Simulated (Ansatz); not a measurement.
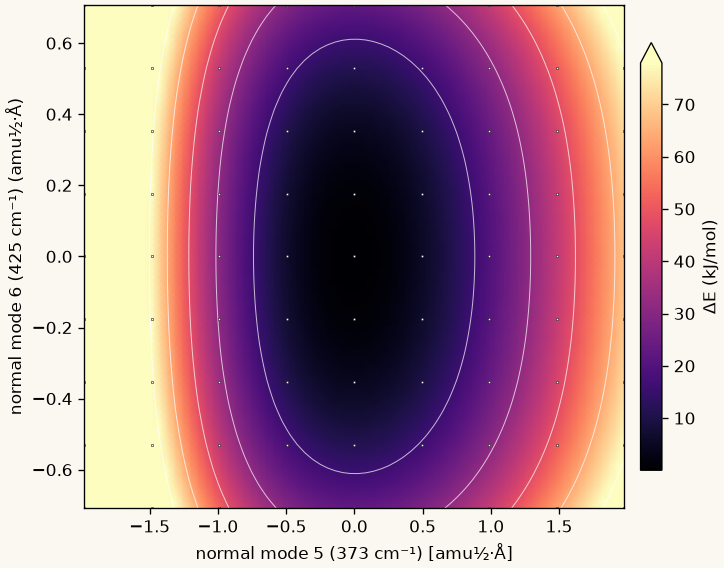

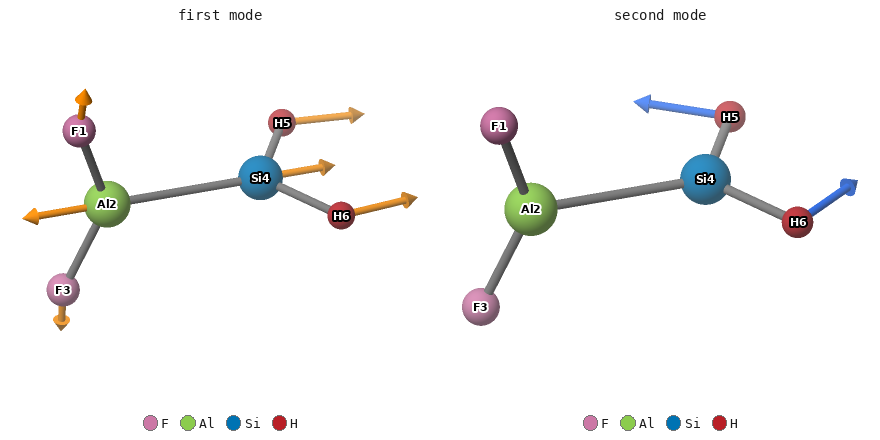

Energy landscape of AlF2H2Si, SMILES [F][Al]([F])[SiH2+], charge +1. Coordinates scanned: (1) normal mode 5 (373 cm⁻¹); (2) normal mode 6 (425 cm⁻¹). Nothing is relaxed (straight displacements along the two mass-weighted modes). The scan uses a 9 × 9 grid. Points are written as (first, second). Energies are in kJ/mol, from the lowest grid point. The calculation used Ansatz, RKS PBE0-D4/def2-TZVP.

The picture shows a smooth colour map with a few white contour lines, dots at the grid points, one colour for all values above the top of the scale. Between grid points the surface is interpolated. The second picture is the structure at the lowest point

Q: Where are the wells?

A: The lowest grid point is at (0.00 amu½·Å, 0.000 amu½·Å). No other kind of well shows on this grid. The highest grid point, (−1.98 amu½·Å, −0.708 amu½·Å), lies 176 kJ/mol above the lowest.

Grid values (kJ/mol):

```
normal mode 6 (425 cm⁻¹) ↓, normal mode 5 (373 cm⁻¹) →  −1.98  −1.48  −0.99  −0.49  0.00  0.49  0.99  1.48  1.98
                                                 0.708    176     98     52     30    23    28    42    62    89
                                                 0.531    167     88     41     18    11    17    31    52    78
                                                 0.354    162     82     35     11     5    10    24    45    72
                                                 0.177    159     78     31      8     1     6    21    42    69
                                                 0.000    158     78     30      7     0     5    20    41    68
                                                −0.177    159     78     31      8     1     6    21    42    69
                                                −0.354    162     82     35     11     5    10    24    45    72
                                                −0.531    167     88     41     18    11    17    31    52    78
                                                −0.708    176     98     52     30    23    28    42    62    89
```

The whole map (81 points run) took 9.8 min on 1 thread of Intel(R) Xeon(R) Platinum 8259CL CPU @ 2.50GHz (Skylake/Cascade Lake), with other jobs on the host.
